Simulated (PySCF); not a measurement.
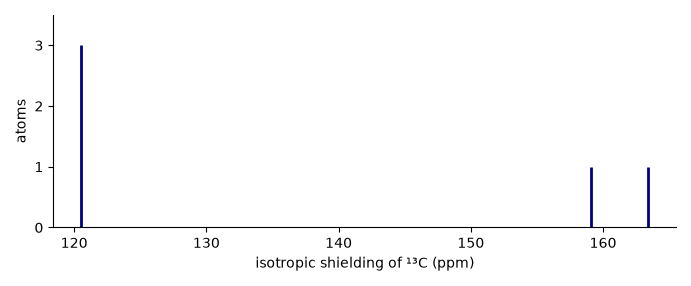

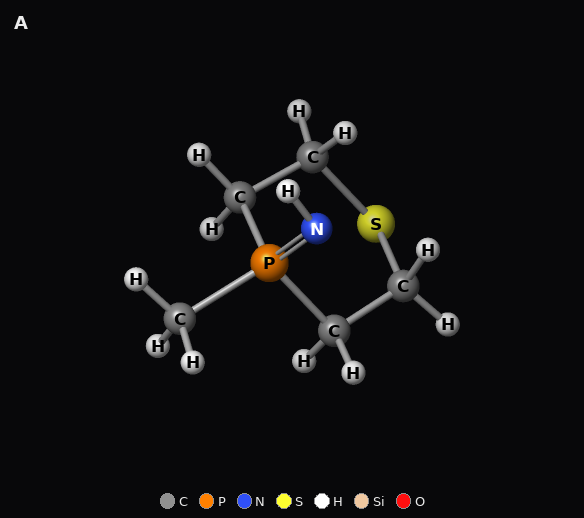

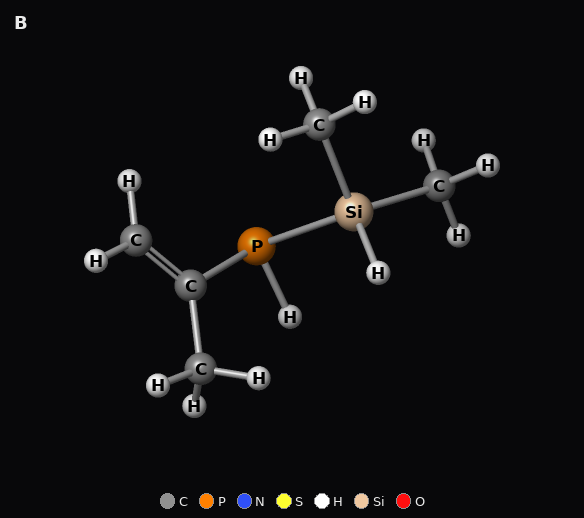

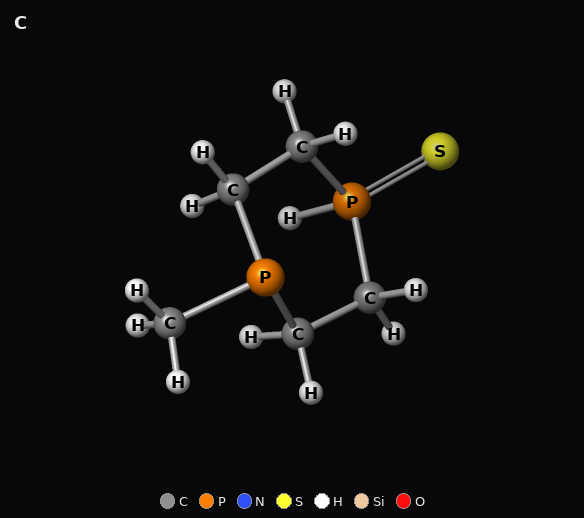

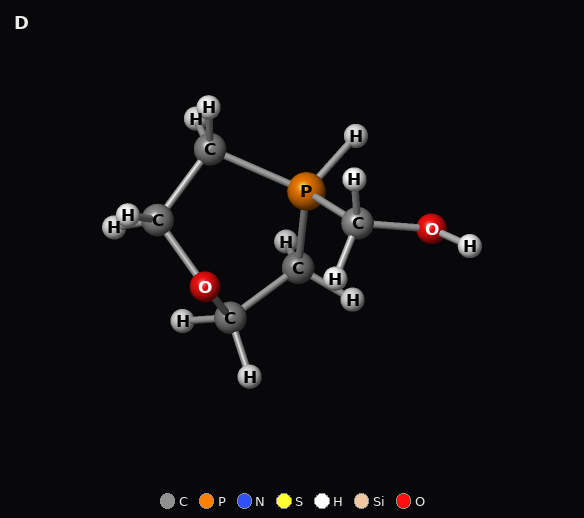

The sticks are computed shieldings of one of the molecules, for one fixed geometry (GFN2-xTB) without averaging over rotations. Low shielding means a high chemical shift. Method: GIAO PBE0/pcSseg-1 NMR shielding, non-relativistic, gas phase (PySCF 2.14.0).

> Which molecule gives this pattern?

D, `OC[PH+]1CCOCC1`. Its 5 C atoms give lines at 120.6 (3 atoms), 159.1, 163.4 ppm.

The geometry is semi-empirical. Around P, Si such bond lengths and angles can be off by a tenth of an ångström or more and by several degrees, and values that hang on the shape move with them.
